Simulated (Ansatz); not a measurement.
Process, species as SMILES: B(=O)F → B atom + F atom + O atom
B3LYP-D3(BJ)/def2-TZVP geometries, fixed; electronic energies without zero-point terms.

Basis-set convergence of the atomisation energy at wB97M-V with Ansatz (a program for electronic structure). Cartesian d functions, on some or all atoms, in 6-31+G*; all else is spherical. The program fits the integrals of some runs and decomposes those of others, by size. Open shells are unrestricted. The functional holds VV10 correlation; no added dispersion term, no relativity. Functions are those of the species that has most. Reference: the value in aug-pcseg-3, 359.57 kcal/mol, itself unsure by roughly 0.45 kcal/mol (its mean distance from aug-cc-pVQZ, cc-pV5Z, def2-QZVPPD). Deviations are taken from unrounded values.

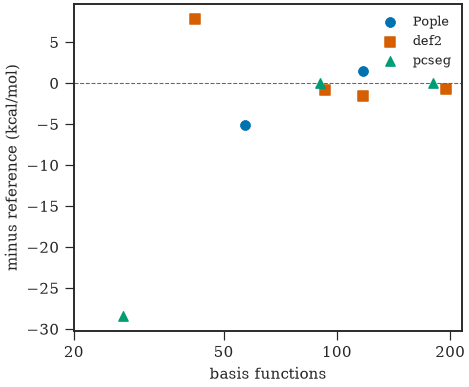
Figure: Deviation from the reference against the number of basis functions, by family of sets.

```csv
basis,functions,atomisation energy (kcal/mol),minus reference (kcal/mol)
pcseg-0,27,331.15,-28.42
def2-SVP,42,367.38,7.81
6-31+G*,57,354.49,-5.08
pcseg-2,90,359.57,0.00
def2-TZVPP,93,358.70,-0.87
"6-311++G(3df,3pd)",117,361.05,1.49
def2-TZVPPD,117,358.05,-1.52
pcseg-3,180,359.57,0.01
def2-QZVPPD,195,358.86,-0.71
```
